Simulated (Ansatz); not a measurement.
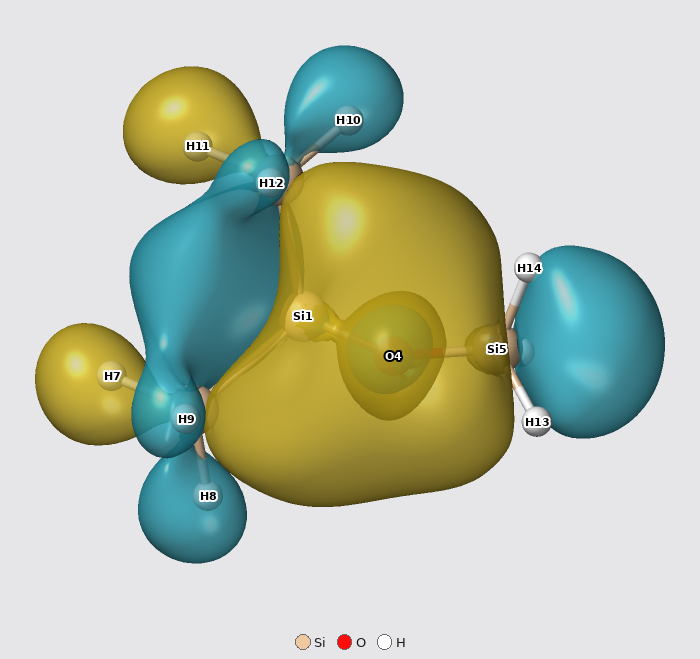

Figure. H10OSi4. The LUMO at ±0.04 Å⁻³ᐟ² (yellow and cyan are the two phases), seen across its widest extent.

Theory: DFT PBE, Gaussian basis def2-TZVP in Ansatz.

```xyz
15

Si    0.0136    0.1635   -0.2482
Si    1.1740    2.0083   -1.1402
Si    1.4997   -1.5156    0.4884
O    -0.9575    0.7019    0.9943
Si   -2.2719    0.2707    1.9031
H    -0.8453   -0.4323   -1.3318
H     2.0166    1.5400   -2.2870
H     0.2265    3.0561   -1.6362
H     2.0704    2.6203   -0.1097
H     0.7590   -2.6872    1.0568
H     2.3141   -1.9872   -0.6774
H     2.4292   -0.9888    1.5370
H    -2.7032    1.4719    2.6754
H    -1.9104   -0.8316    2.8483
H    -3.3870   -0.1929    1.0192
```

What is the character of this orbital?

Answer. By Hirshfeld shares it lies mainly on Si1 (about 30 %), Si5 (about 15 %), Si3 (about 15 %), Si2 (about 15 %) and O4 (about 10 %). Its energy is −1.76 eV.
